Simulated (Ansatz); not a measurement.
## BeIF: complex band structure

Wanted: the relaxed cell of BeIF, its band edges and its decay constants. It is built by putting I for part of the F in the BeF2 structure of space group P3_121, with the volume rescaled by atomic radii. The parent structure comes from the Materials Project.

Main program and level: Ansatz 0.2.0; r2SCAN DFT, plane waves, PAW files, in the first sound run; inputs show where later runs differ.

The structure was built from a prototype and need not be the compound's stable phase.

## 1. The starting structure

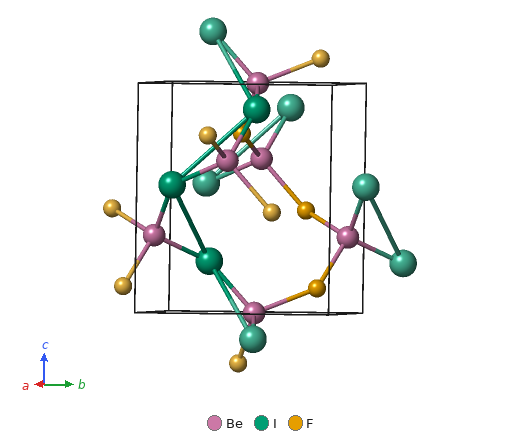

The starting structure, seen slightly off an axis (beryllium pink, iodine teal, fluorine orange). Some periodic images of atoms are drawn too.

## 2. Relaxing the new crystal

The substituted atoms don't fit the parent's cell, so cell and atoms relax together. A small smearing keeps the run stable in case the gap closes on the way.

The input, input.yaml:

```yaml
crystal:
  lattice:
    - [5.7311436072, 0.0, 0.0]
    - [-2.8655718036, 4.9633159566, 0.0]
    - [0.0, 0.0, 6.3641769004]
  atoms:
    - { symbol: Be, position: [0.46584848, 0.0, 0.3333333333] }
    - { symbol: Be, position: [0.0, 0.46584848, 0.6666666667] }
    - { symbol: Be, position: [0.53415152, 0.53415152, 0.0] }
    - { symbol: I, position: [0.41115978, 0.27728158, 0.222273] }
    - { symbol: I, position: [0.72271842, 0.1338782, 0.5556063333] }
    - { symbol: I, position: [0.8661218, 0.58884022, 0.8889396667] }
    - { symbol: F, position: [0.1338782, 0.72271842, 0.4443936667] }
    - { symbol: F, position: [0.58884022, 0.8661218, 0.1110603333] }
    - { symbol: F, position: [0.27728158, 0.41115978, 0.777727] }
kpoints:
  mp_grid: { grid: [4, 4, 4] }
scf:
  occupations: { method: gaussian, width: 0.03 }
hamiltonian:
  xc: r2scan
output:
  forces: true
  stress: true
relax:
  f_tol: 0.02
  max_steps: 60
  cell: {}
```

Started as:

```sh
$ ansatz run input.yaml --threads 2 --pin off --max-ram 4096MiB --backend cpu --events-out ev --progress --plain --runs-dir out
```

Numbers of over 12 decimals in the logs are rounded to 6 here.

The program printed:

```text
Engine: ansatz 0.2.0, aarch64-unknown-linux-gnu
Pseudopotentials: kind: paw
Pseudopotential: Be, paw, valence charge 2, recommended cutoff 500 eV (meta_gga), Be.paw.azcp
Pseudopotential: I, paw, valence charge 17, recommended cutoff 500 eV (meta_gga), I.paw.azcp
Pseudopotential: F, paw, valence charge 7, recommended cutoff 500 eV (meta_gga), F.paw.azcp
Functional definition: r2SCAN
  parameter k0 = 0.174
  parameter k1 = 0.065
  parameter a1 = 4.9479
  exchange = r2scan_x(k0 = k0, k1 = k1, a1 = a1)
  correlation = r2scan_c
Crystal: 9 atoms, lattice volume = 181.032 Å³
Basis set: ecut = 500 eV, 4643 PW (Γ), exchange–correlation on 180×180×192 points (64 copies of the dense FFT grid, shifted against one another)
Bands: 48, of which v1, the nominal top of the filled ones, is band 39 counted from 1 (38 counted from 0)
Symmetry: 3 space group operations
Space group: P31 (ITA 144), of the structure as read, at distance tolerance 5.7e-5 Å
k-points: 14 of 64 (time reversal used)
Non-local potential: Be, projectors of the file, l = 0: 2, l = 1: 2, l = 2: 1
Non-local potential: I, projectors of the file, l = 0: 2, l = 1: 2, l = 2: 2, l = 3: 2
Non-local potential: F, projectors of the file, l = 0: 2, l = 1: 2, l = 2: 1
PAW form: soft (Blöchl's): semilocal exchange-correlation on the pseudo side does not see the compensation charge
PAW frozen core: Be, regenerated for the run's functional (the file was generated under x = pbe(κ = 0.804, μ = 0.219515), c = pbe(β = 0.066725))
PAW frozen core: I, regenerated for the run's functional (the file was generated under x = pbe(κ = 0.804, μ = 0.219515), c = pbe(β = 0.066725))
PAW frozen core: F, regenerated for the run's functional (the file was generated under x = pbe(κ = 0.804, μ = 0.219515), c = pbe(β = 0.066725))
PAW one-centre angular grid: Be, 302 points (default); XC on 255 of its mesh's 2635 points in the sphere
PAW one-centre angular grid: I, 590 points (default); XC on 160 Gauss nodes
PAW one-centre angular grid: F, 302 points (default); XC on 160 Gauss nodes
Initial density: superposition of atomic densities (neutral atoms: chi_scale 0, normalization atom), corrected by the library's trained network
Initial wavefunctions: pseudopotential atomic-orbital guess
Functional: x = r2scan, c = r2scan; τ floored in thin density (d = 2e-4 eV/Å³)
SCF iter   1: F=—  HF=-25289.533133 eV  |F-HF|=—  |Δ(HF+E_count)|=         —  Δρ=8.07e-3  dr2=1.17e-1  dr2_τ=2.25e-1  ethr=1.77e-3  ⟨swp⟩=10.1  Hψ=3643  notcnv=0  defer=6
preconditioner: auto → Resta (q_TF=auto, 2.371 Å⁻¹)  ε∞=3.2  [insulator: Δε(μ)=4.796 eV  Ē_g=11.967 eV  σ=0.030 eV  W_gap=1.00  n_scr=40 (ndim 8)  ℏωp=17.9 eV  f_vac=0.156  D(μ)=0.00/eV (n_scr^D=0)  ε∞_Penn≈3.2]
SCF iter   2: F=—  HF=-25289.843948 eV  |F-HF|=—  |Δ(HF+E_count)|=   3.11e-1  Δρ=3.78e-3  dr2=1.76e-2  dr2_τ=1.90e-3  ethr=1.50e-4  ⟨swp⟩=3.3  Hψ=1264  notcnv=0  defer=56
SCF iter   3: F=—  HF=-25289.846964 eV  |F-HF|=—  |Δ(HF+E_count)|=   3.02e-3  Δρ=1.46e-3  dr2=3.65e-3  dr2_τ=2.54e-4  ethr=2.26e-5  ⟨swp⟩=2.9  Hψ=1167  notcnv=0  defer=28
automatic band count: iteration 3 solves 46 bands in place of 48: the levels show a gap, and the empty bands left out lie too high to hold charge; the band table lists the bands solved (type scf.n_extra_bands for more)
SCF iter   4: F=—  HF=-25289.845585 eV  |F-HF|=—  |Δ(HF+E_count)|=   1.38e-3  Δρ=2.91e-4  dr2=1.05e-4  dr2_τ=1.30e-5  ethr=4.68e-6  ⟨swp⟩=2.0  Hψ=982  notcnv=0  defer=28
SCF iter   5: F=—  HF=-25289.845600 eV  |F-HF|=—  |Δ(HF+E_count)|=   1.47e-5  Δρ=7.62e-5  dr2=1.10e-5  dr2_τ=6.81e-7  ethr=1.34e-7  ⟨swp⟩=2.0  Hψ=952  notcnv=0  defer=28
SCF iter   6: F=—  HF=-25289.845601 eV  |F-HF|=—  |Δ(HF+E_count)|=   1.67e-6  Δρ=1.43e-5  dr2=5.38e-7  dr2_τ=2.31e-8  ethr=1.41e-8  ⟨swp⟩=2.0  Hψ=952  notcnv=0  defer=28
SCF iter   7: F=-25289.845602 eV  HF=-25289.845602 eV  |F-HF|=1.68e-8  |Δ(HF+E_count)|=   3.96e-7  Δρ=5.78e-6  dr2=5.22e-8  dr2_τ=3.85e-9  ethr=1.28e-10  ⟨swp⟩=5.1  Hψ=2385  notcnv=0
SCF 1 converged in 7 iterations: F = -25289.845602 eV  dr2 = 5.22e-8
  greatest PAW one-centre occupation: 0.999 electrons in one spin orbital (limit 2), on the I atom at site 5 (counted from 0), in its partial waves of l = 2
relax step   1: F+E_penalty+E_count = -25289.84560161 eV  Δ(F+E_penalty+E_count) = +0.000e0 eV  max|allowed force component| = 8.766e0 eV/Å  Δτ_max = 0.0000 Å  P = +23.333 GPa  Ω = 181.032 Å³  (7 SCF iters, dr2 threshold 1.00e-7 eV, accepted)
Crystal: 9 atoms, lattice volume = 190.020 Å³
Basis set: ecut = 500 eV, 4775 PW (Γ), exchange–correlation on 180×180×192 points (64 copies of the dense FFT grid, shifted against one another)
Initial density: handed on by an earlier stage of this run
Initial wavefunctions: those handed on with the density
iter 1 solved again at ethr=2.02e-3 eV; its pass at ethr=3.10e-3 eV (dr2=1.58e0 eV) is discarded
SCF iter   1: F=—  HF=-25296.511851 eV  |F-HF|=—  |Δ(HF+E_count)|=         —  Δρ=2.37e-2  dr2=1.57e0  dr2_τ=1.65e0  ethr=2.02e-3  ⟨swp⟩=1.0  Hψ=3767  notcnv=0
automatic band count: iteration 1 solves 46 bands in place of 48: the levels show a gap, and the empty bands left out lie too high to hold charge; the band table lists the bands solved (type scf.n_extra_bands for more)
preconditioner: auto → Resta (q_TF=auto, 2.352 Å⁻¹)  ε∞=3.4  [insulator: Δε(μ)=5.167 eV  Ē_g=11.295 eV  σ=0.030 eV  W_gap=1.00  n_scr=40 (ndim 8)  ℏωp=17.5 eV  f_vac=0.158  D(μ)=0.00/eV (n_scr^D=0)  ε∞_Penn≈3.4]
SCF iter   2: F=—  HF=-25296.982342 eV  |F-HF|=—  |Δ(HF+E_count)|=   4.70e-1  Δρ=8.46e-3  dr2=1.67e-1  dr2_τ=5.99e-3  ethr=2.01e-3  ⟨swp⟩=4.4  Hψ=1314  notcnv=0
SCF iter   3: F=—  HF=-25296.960049 eV  |F-HF|=—  |Δ(HF+E_count)|=   2.23e-2  Δρ=3.39e-3  dr2=1.80e-2  dr2_τ=9.15e-4  ethr=2.14e-4  ⟨swp⟩=3.5  Hψ=1209  notcnv=0  defer=11
SCF iter   4: F=—  HF=-25296.962645 eV  |F-HF|=—  |Δ(HF+E_count)|=   2.60e-3  Δρ=1.73e-3  dr2=4.10e-3  dr2_τ=3.86e-4  ethr=2.31e-5  ⟨swp⟩=2.3  Hψ=1107  notcnv=0  defer=29
SCF iter   5: F=—  HF=-25296.962342 eV  |F-HF|=—  |Δ(HF+E_count)|=   3.03e-4  Δρ=3.42e-4  dr2=3.59e-4  dr2_τ=5.53e-6  ethr=5.26e-6  ⟨swp⟩=2.0  Hψ=994  notcnv=0  defer=29
SCF iter   6: F=—  HF=-25296.962493 eV  |F-HF|=—  |Δ(HF+E_count)|=   1.51e-4  Δρ=1.21e-4  dr2=2.16e-5  dr2_τ=5.35e-7  ethr=4.61e-7  ⟨swp⟩=2.0  Hψ=909  notcnv=0  defer=29
SCF iter   7: F=-25296.962509 eV  HF=-25296.962508 eV  |F-HF|=5.30e-7  |Δ(HF+E_count)|=   1.50e-5  Δρ=1.74e-5  dr2=6.94e-7  dr2_τ=1.77e-8  ethr=1.15e-9  ⟨swp⟩=4.1  Hψ=2859  notcnv=0
SCF 2 converged in 7 iterations: F = -25296.962509 eV  dr2 = 6.94e-7
[...]
relax step   4: F+E_penalty+E_count = -25301.93434871 eV  Δ(F+E_penalty+E_count) = -1.193e0 eV  max|allowed force component| = 4.867e-1 eV/Å  Δτ_max = 0.1970 Å  P = +3.315 GPa  Ω = 189.685 Å³  energy of the carried Pulay correction = -2.306e-3 eV  (7 SCF iters, dr2 threshold 9.00e-7 eV, accepted)
[...]
relax step   5: F+E_penalty+E_count = -25302.18335813 eV  Δ(F+E_penalty+E_count) = -2.490e-1 eV  max|allowed force component| = 1.286e-1 eV/Å  Δτ_max = 0.1303 Å  P = -0.051 GPa  Ω = 206.921 Å³  energy of the carried Pulay correction = -6.416e-3 eV  (7 SCF iters, dr2 threshold 9.00e-7 eV, accepted)
[...]
relax step   6: F+E_penalty+E_count = -25302.18257325 eV  Δ(F+E_penalty+E_count) = +7.849e-4 eV  max|allowed force component| = 8.844e-2 eV/Å  Δτ_max = 0.0612 Å  P = +0.091 GPa  Ω = 209.223 Å³  energy of the carried Pulay correction = -6.922e-3 eV  (7 SCF iters, dr2 threshold 9.00e-7 eV, rejected (line search))
[...]
relax step   7: F+E_penalty+E_count = -25302.19211077 eV  Δ(F+E_penalty+E_count) = -8.753e-3 eV  max|allowed force component| = 1.835e-2 eV/Å  Δτ_max = 0.0263 Å  P = -0.025 GPa  Ω = 207.303 Å³  energy of the carried Pulay correction = -6.500e-3 eV  (10 SCF iters, accepted)
[...]
relax step   8: F+E_penalty+E_count = -25302.19194061 eV  Δ(F+E_penalty+E_count) = +1.702e-4 eV  max|allowed force component| = 9.288e-3 eV/Å  Δτ_max = 0.0125 Å  P = +0.020 GPa  Ω = 207.667 Å³  energy of the carried Pulay correction = -6.581e-3 eV  (7 SCF iters, dr2 threshold 7.06e-9 eV, rejected (line search))
[...]
relax step   9: F+E_penalty+E_count = -25302.19235699 eV  Δ(F+E_penalty+E_count) = -2.462e-4 eV  max|allowed force component| = 1.915e-3 eV/Å  Δτ_max = 0.0059 Å  P = +0.002 GPa  Ω = 207.352 Å³  energy of the carried Pulay correction = -6.511e-3 eV  (9 SCF iters, accepted)
Basis set: ecut = 500 eV, 5231 PW (Γ), exchange–correlation on 192×192×180 points (64 copies of the dense FFT grid, shifted against one another)
Initial wavefunctions: pseudopotential atomic-orbital guess (no wavefunctions were taken with the density)
iter 1 solved again at ethr=6.64e-6 eV; its pass at ethr=3.10e-3 eV (dr2=5.18e-3 eV) is discarded
SCF iter   1: F=—  HF=-25302.184916 eV  |F-HF|=—  |Δ(HF+E_count)|=         —  Δρ=4.77e-4  dr2=2.40e-5  dr2_τ=3.91e-5  ethr=6.64e-6  ⟨swp⟩=3.5  Hψ=4733  notcnv=0
eigensolver tolerance schedule: the retry pair's looser diagonalisation over-reported the residual by 214.87 of it (diagonalisation noise at 0.85 of the residual, at the tolerance the schedule requests for it); recorded, not acted on — ethr = c·dr2/N_el stays at c = 1.0e-1
preconditioner: auto → Resta (q_TF=auto, 2.318 Å⁻¹)  ε∞=2.9  [insulator: Δε(μ)=4.323 eV  Ē_g=12.102 eV  σ=0.030 eV  W_gap=1.00  n_scr=40 (ndim 8)  ℏωp=16.7 eV  f_vac=0.174  D(μ)=0.00/eV (n_scr^D=0)  ε∞_Penn≈2.9]
SCF iter   2: F=—  HF=-25302.198810 eV  |F-HF|=—  |Δ(HF+E_count)|=   1.39e-2  Δρ=2.42e-4  dr2=5.10e-6  dr2_τ=6.07e-5  ethr=3.07e-8  ⟨swp⟩=3.0  Hψ=1433  notcnv=0
SCF iter   3: F=—  HF=-25302.199139 eV  |F-HF|=—  |Δ(HF+E_count)|=   3.29e-4  Δρ=9.01e-5  dr2=7.81e-7  dr2_τ=8.29e-6  ethr=6.54e-9  ⟨swp⟩=2.0  Hψ=1123  notcnv=0
SCF iter   4: F=—  HF=-25302.199165 eV  |F-HF|=—  |Δ(HF+E_count)|=   2.64e-5  Δρ=7.91e-6  dr2=4.13e-8  dr2_τ=4.49e-8  ethr=1.00e-9  ⟨swp⟩=2.1  Hψ=1009  notcnv=0
SCF iter   5: F=—  HF=-25302.199166 eV  |F-HF|=—  |Δ(HF+E_count)|=   1.59e-7  Δρ=2.22e-6  dr2=1.16e-8  dr2_τ=5.17e-10  ethr=5.29e-11  ⟨swp⟩=2.0  Hψ=1008  notcnv=0
SCF iter   6: F=—  HF=-25302.199166 eV  |F-HF|=—  |Δ(HF+E_count)|=   1.97e-9  Δρ=9.25e-7  dr2=3.60e-9  dr2_τ=1.61e-10  ethr=1.49e-11  ⟨swp⟩=2.0  Hψ=901  notcnv=0
SCF iter   7: F=—  HF=-25302.199166 eV  |F-HF|=—  |Δ(HF+E_count)|=   2.72e-9  Δρ=2.83e-7  dr2=4.03e-10  dr2_τ=6.66e-12  ethr=4.62e-12  ⟨swp⟩=2.0  Hψ=966  notcnv=0
SCF iter   8: F=-25302.199166 eV  HF=-25302.199166 eV  |F-HF|=3.64e-12  |Δ(HF+E_count)|=  2.66e-10  Δρ=5.01e-8  dr2=7.84e-12  dr2_τ=3.82e-13  ethr=1.00e-12  ⟨swp⟩=6.0  Hψ=2306  notcnv=0
SCF 10 converged in 8 iterations: F = -25302.199166 eV  dr2 = 7.84e-12
relax step  10: F+E_penalty+E_count = -25302.19916556 eV  Δ(F+E_penalty+E_count) = -6.809e-3 eV  max|allowed force component| = 1.869e-3 eV/Å  Δτ_max = 0.0000 Å  P = +0.025 GPa  Ω = 207.352 Å³  stress off target by 3.14e-2 GPa  SCF on the basis re-selected at this cell (its energy is not comparable with the rows above)  (8 SCF iters)
basis re-selected at this cell: Δ(F+E_penalty+E_count) = -6.809e-3 eV, ΔP = +0.023 GPa vs the last step (what re-selecting the basis moved, of the pressure what is left beyond the Pulay correction that the steps carried, after the strain that the cell walked since its last selection, with what the two solves' SCF thresholds leave and, on support functions, any second-order correction that the steps lacked; it is no measure of the basis error at this ecutwfc). The dense FFT grid was sized anew with the basis: this SCF ran on 48×48×45 points, the steps before it on 45×45×48, so part of this shift can come from that change (see relax.cell in the input reference). [rest of the remark cut]
SCF converged after 8 iterations
Free energy (F): -25302.199166 eV
Harris-Foulkes:  -25302.199166 eV  (|F-HF|=3.64e-12)
Internal energy: -25302.199166 eV  (E = F + TS)
E sigma→0 (E₀):  -25302.199166 eV
Fermi energy:    5.576776 eV
--- Per-component energies (eV) ---
  E_band       = -1475.736628
  E_kinetic    = 1248.548461
  E_local      = -8676.151315  (includes V_loc(G=0)·N_el)
  E_nonlocal   = -38.943332
  E_hartree    = 4134.248133
  E_xc         = -653.712397
  E_vxc        = -830.133712  (∫ρ·V_xc dr)
  E_paw        = -15311.527814  (= ΣΔE_a)
  E_vpaw       = -1500.766977  (= ΣTr[D̂ρ^β])
  E_aug_tail   = 0.003057  (compensation charges beyond the density's cutoff)
  E_vtau       = 53.210714  (kinetic-family band-sum trace: ∫τ·v_τ [+ j·A + Jᵃ·Aᵃ] dr)
  E_ewald      = -6004.752863
  E_core_change = 0.088903  (= ΣΔE_core)
  E_smearing   = -0.000000  (= −TS)
  E_closure    = 0.000000  (closes the sum)
  Σ components = -25302.199166   (vs F -25302.199166, Δ=0.00e0)
--- Forces (eV/Å), atoms counted from 1 ---
  atom   1  Be    -0.00107910     0.00028727    -0.00035200
  atom   2  Be     0.00029077    -0.00107816    -0.00035200
  atom   3  Be     0.00078833     0.00079090    -0.00035200
  atom   4  I     -0.00005655    -0.00186890     0.00021606
  atom   5  I      0.00164679     0.00088548     0.00021606
  atom   6  I     -0.00159024     0.00098342     0.00021606
  atom   7  F     -0.00018981    -0.00044911     0.00013578
  atom   8  F     -0.00029404     0.00038893     0.00013578
  atom   9  F      0.00048384     0.00006018     0.00013578
  max |Σ_I F_I| component: 4.69e-7 eV/Å
--- Stress (GPa, compression-positive) ---
        0.031394       0.000000      -0.000000
       -0.000000       0.031394       0.000000
        0.000000       0.000000       0.012314
  P = ⅓ Tr σ = 0.0250 GPa (0.250 kbar)
--- Relaxed structure (9 steps of the walk, 7 accepted, 1 SCFs on fresh bases) ---
  F+E_penalty+E_count = -25302.19916556 eV   max|allowed force component| = 1.869e-3 eV/Å   (the final SCF, on the basis selected at the relaxed cell)
  cell:  # Å, volume = 207.3523 Å³
    - [6.258108, -3.8912843727490254e-18, 3.8619494489504995e-17]
    - [-3.129054, 5.419681, -1.9309747244752494e-17]
    - [4.2885209581167286e-17, 0, 6.113531]
  atoms:
    - { symbol: Be, position: [0.426179, -0.097065, 0.310751] }
    - { symbol: Be, position: [0.097065, 0.523244, 0.644084] }
    - { symbol: Be, position: [0.476756, 0.573821, -0.022582] }
    - { symbol: I, position: [0.329951, 0.238625, 0.245631] }
    - { symbol: I, position: [0.761375, 0.091327, 0.578965] }
    - { symbol: I, position: [0.908673, 0.670049, 0.912298] }
    - { symbol: F, position: [0.208400, 0.693879, 0.443618] }
    - { symbol: F, position: [0.485479, 0.791600, 0.110284] }
    - { symbol: F, position: [0.306121, 0.514521, 0.776951] }
```

Elapsed: 2.2 min, on 2 threads of Arm Neoverse V1, shared host; peak memory 0.85 GiB.

Relaxation path:

| step | energy less that of the first step (eV) | largest force component (eV/Å) | pressure (GPa) | volume (Å³) |
| --- | --- | --- | --- | --- |
| 1 | 0.0000 | 8.7662 | 23.33 | 181.03 |
| 2 | -7.1169 | 4.2903 | 7.93 | 190.02 |
| 3 | -10.8958 | 1.9085 | 2.79 | 187.69 |
| 4 | -12.0887 | 0.4867 | 3.32 | 189.68 |
| 5 | -12.3378 | 0.1286 | -0.05 | 206.92 |
| 6 | -12.3370 | 0.0884 | 0.09 | 209.22 |
| 7 | -12.3465 | 0.0183 | -0.02 | 207.30 |
| 8 | -12.3463 | 0.0093 | 0.02 | 207.67 |
| 9 | -12.3468 | 0.0019 | 0.00 | 207.35 |
| 10* | -12.3536 | 0.0019 | 0.03 | 207.35 |

Relaxation steps marked * repeat the geometry before them on a plane-wave basis chosen anew for their cell, so energy and pressure can jump there. Relaxation steps 6, 8 were tried and not accepted.

Forces are held to the 3 operations that the run works with; a distortion that breaks them can't arise in this run.

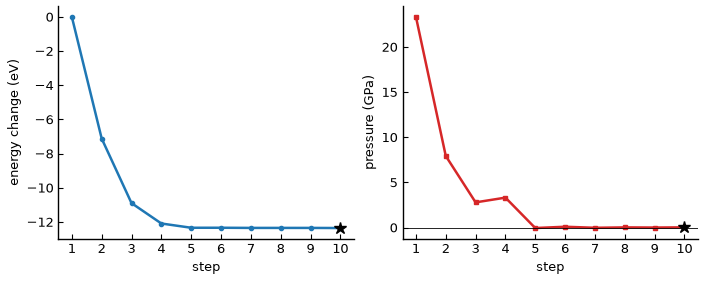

Energy and pressure along the relaxation. Stars mark steps on a basis chosen anew.

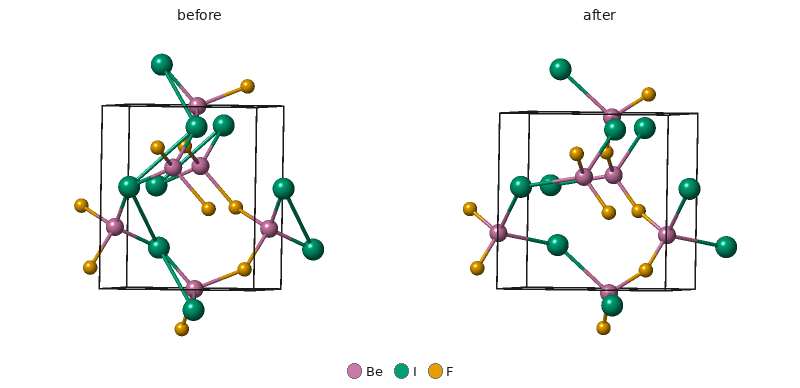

Before and after, at one scale.

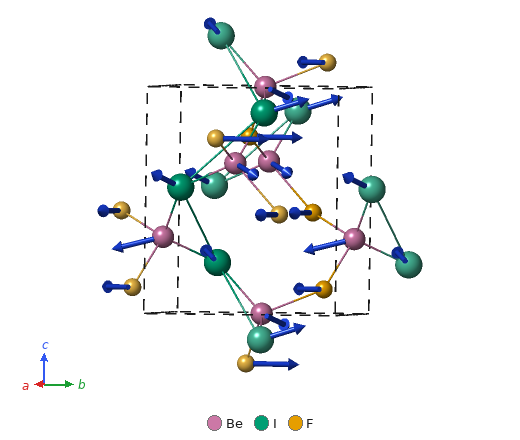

Displacements in the relaxation, exaggerated, measured against the changing cell; the longest in the cell stands for 0.58 Å. Some periodic images of atoms are drawn too.

| conventional cell, symmetrised | before | after | change |
| --- | --- | --- | --- |
| a (Å) | 5.731 | 6.258 | +9.2 % |
| b (Å) | 5.731 | 6.258 | +9.2 % |
| c (Å) | 6.364 | 6.114 | -3.9 % |
| volume (Å³/atom) | 20.11 | 23.04 | +14.5 % |

The atoms that moved most (Å, as changes of fractional coordinates times the final cell):

| atom | dx | dy | dz | length |
| --- | --- | --- | --- | --- |
| F8 | -0.414 | -0.404 | -0.005 | 0.578 |
| F7 | 0.557 | -0.156 | -0.005 | 0.578 |
| F9 | -0.143 | 0.560 | -0.005 | 0.578 |
| Be2 | 0.428 | 0.311 | -0.138 | 0.547 |
| Be1 | 0.055 | -0.526 | -0.138 | 0.547 |
| Be3 | -0.483 | 0.215 | -0.138 | 0.547 |
| I6 | 0.012 | 0.440 | 0.143 | 0.463 |
| I4 | -0.387 | -0.210 | 0.143 | 0.463 |

This step gave:

| Property | Result |
| --- | --- |
| free energy | -25302.1992 eV |
| Fermi energy | 5.577 eV |
| pressure | 0.02503 GPa |

The largest force component on a free atom ends at 0.0019 eV/Å.

(Continued in part 2 of 3.)

[Logs are printed without paths, hosts, clocks, repeated set-up lines and the standing remarks that a program may print on its own settings, such as how far it seeks lower states.]

[Hosts, paths, dates, database ids (printed as entryN), source tags and the programs' standing remarks are cut or masked in the printed files.]
